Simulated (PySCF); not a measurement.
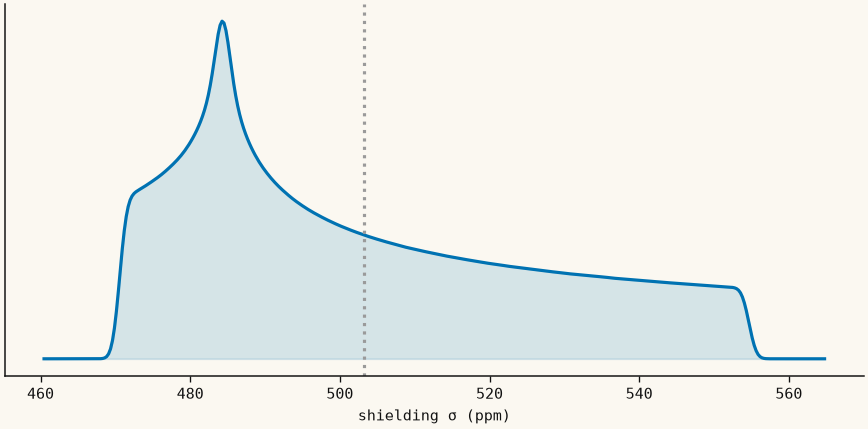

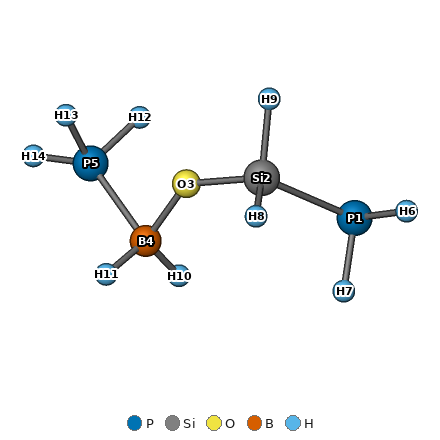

Static powder pattern (³¹P) from GIAO shielding tensors of BSiP₂H₉O, SMILES P[SiH2]O[BH2-][PH3+], PBE0/pcSseg-1, PySCF 2.14.0, at a GFN2-xTB geometry (no frequency check); absolute shielding, one fixed geometry of the isolated molecule without any motion, no dipolar terms. The dotted line is the isotropic value; skew is 3(σiso − σ22)/span.

### The pattern belongs to P5. Give the principal values, span and skew.

P5: σ11, σ22, σ33 = 471, 484, 555 ppm, isotropic 503, span 84 ppm, skew 0.67.

Known limits of this run: the tight-binding geometry is rougher than a DFT one and adds to the error; one conformer of a flexible molecule.
